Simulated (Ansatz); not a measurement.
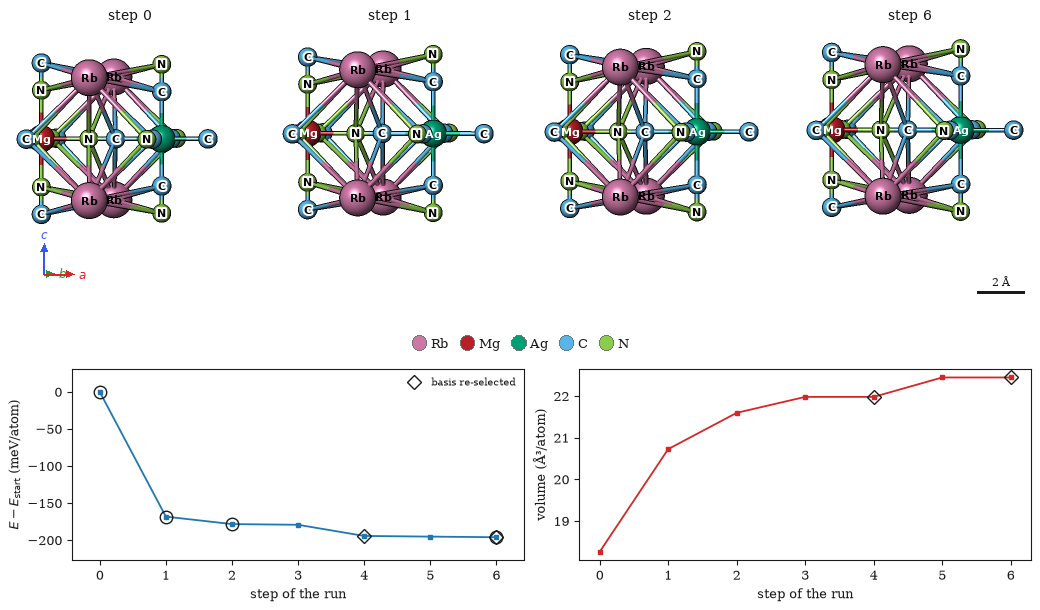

Frames of a relaxation of crystalline Rb$_{2}$MgAgC$_{6}$N$_{6}$ (a generated structure, set up in Fm-3m) (coarse preliminary run), marked on the history of the run. Style: ball-and-stick. Shown: the atoms within 5.0 Å of the atom that moves most (axes of the conventional cell (4 times the calculation's cell)), from a free direction. Lengths and directions refer to the drawn axes.

Method: DFT PBE, scalar-relativistic, plane waves, PAW (Ansatz).

The input:
```yaml
crystal:
  lattice:
    - [0.0, 5.267, 5.267]
    - [5.267, 0.0, 5.267]
    - [5.267, 5.267, 0.0]
  atoms:
    - { symbol: Rb, position: [0.25, 0.25, 0.25] }
    - { symbol: Rb, position: [0.75, 0.75, 0.75] }
    - { symbol: Mg, position: [0.5, 0.5, 0.5] }
    - { symbol: Ag, position: [0.0, 0.0, 0.0], spin: 1.0 }
    - { symbol: C, position: [0.80805012, 0.19194988, 0.19194988] }
    - { symbol: C, position: [0.19194988, 0.80805012, 0.19194988] }
    - { symbol: C, position: [0.19194988, 0.19194988, 0.80805012] }
    - { symbol: C, position: [0.19194988, 0.80805012, 0.80805012] }
    - { symbol: C, position: [0.80805012, 0.19194988, 0.80805012] }
    - { symbol: C, position: [0.80805012, 0.80805012, 0.19194988] }
    - { symbol: "N", position: [0.6969812, 0.3030188, 0.3030188] }
    - { symbol: "N", position: [0.3030188, 0.6969812, 0.3030188] }
    - { symbol: "N", position: [0.3030188, 0.3030188, 0.6969812] }
    - { symbol: "N", position: [0.3030188, 0.6969812, 0.6969812] }
    - { symbol: "N", position: [0.6969812, 0.3030188, 0.6969812] }
    - { symbol: "N", position: [0.6969812, 0.6969812, 0.3030188] }
basis:
  ecutwfc: 420
kpoints:
  mp_grid: { grid: [4, 4, 4] }
hamiltonian:
  xc: pbe
scf:
  occupations: { method: gaussian, width: 0.1 }
  lower_state_search: "off"
output:
  forces: true
  stress: true
  eigenvalues: true
  populations: true
magnetization:
  spin_polarized: true
relax:
  adjacent_minimum: "off"
  f_tol: 0.04
  max_steps: 70
  cell: { stress_tol: 0.4 }
```

Command:
```bash
ansatz run input.yaml --threads 1 --pin off --max-ram 2560MiB --backend cpu --events-out ev --progress --plain --runs-dir out
```

Describe the path.

Answer. The largest moves relative to the cell, 0.16 Å, are those of C5, C6, C7, C8, C9 and C10. C8 goes along −a. Largest moves by element: C 0.16 Å, N 0.07 Å. Rb and Mg and Ag stay in place. The drawn cell changes as follows: a = b = c 10.534 → 11.284 Å (+7.1 %); the volume changes by +22.9 %. Among the contacts that change: Ag4–C10 2.022 → 2.322 Å, Rb1–N12 3.766 → 4.046 Å, Rb1–C10 3.774 → 4.021 Å, Mg3–N12 2.075 → 2.150 Å. The space group stays Fm-3m (No. 225). The energy falls by 196 meV per atom in 4 accepted moves (6 points after the start). Largest force component: 3.6 eV/Å at the start, 0.0075 eV/Å at the end. The pressure goes from 11.34 to 0.22 GPa. The SCF was repeated twice at an unchanged geometry on a basis and grid sized afresh for the cell, which shifted the energy by 15.0 meV per atom at most. The run took 7.2 min on 1 thread of Intel(R) Xeon(R) Processor @ 2.50GHz (Skylake/Cascade Lake) (shared host), peak memory 0.86 GiB. From step 0 to 1: C atoms move most (0.11 Å), volume +13.5 %, energy −168 meV per atom. From step 1 to 2: C atoms move most (0.02 Å), volume +4.2 %, energy −10.1 meV per atom. From step 2 to 6: C atoms move most (0.02 Å), volume +3.9 %, energy −17.7 meV per atom.

```tsv
step	E − E(0), meV/atom	largest force component, eV/Å	pressure, GPa	volume, Å³/atom	note
0	0.00	3.6061	11.34	18.264	
1	-168.07	0.6034	2.53	20.730	
2	-178.14	0.1545	0.80	21.601	
3	-179.06	0.0267	0.07	21.983	
4	-194.11	0.0395	0.92	21.983	same geometry, new basis
5	-195.01	0.0065	0.21	22.450	
6	-195.85	0.0075	0.22	22.450	same geometry, new basis
```
